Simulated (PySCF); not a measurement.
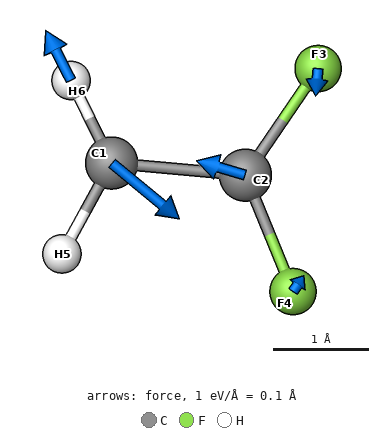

Starting geometry of C2H2F2 with the computed forces as blue arrows. Style: ball-and-stick. Shown face on.

The start comes from MMFF94s. Its atoms were then displaced at random by about 0.03 Å.

The calculation used PySCF, PBE0-D3(BJ)/def2-SVP geometry optimisation, gas phase. 

> What follows when this structure is relaxed?

It isn't relaxed: the largest force vector, on C1, is 9.38 eV/Å. The final displacements follow the starting forces only in part (cosine between the two patterns 0.63). F4 moves most after the best rigid fit: 0.15 Å. By element the largest moves are F 0.15 Å, H 0.07 Å, C 0.06 Å. Some distances before and after: C1–H6 0.971 → 1.088 Å, C1–C2 1.417 → 1.324 Å, C2–F3 1.369 → 1.310 Å, C2–F4 1.326 → 1.311 Å. Among the angles between lasting bonds that change: F3–C2–F4 123.7° → 110.0°, C1–C2–F4 117.0° → 125.0°, C2–C1–H5 113.6° → 119.7°. Over 6 geometry steps the energy falls by 0.939 eV.
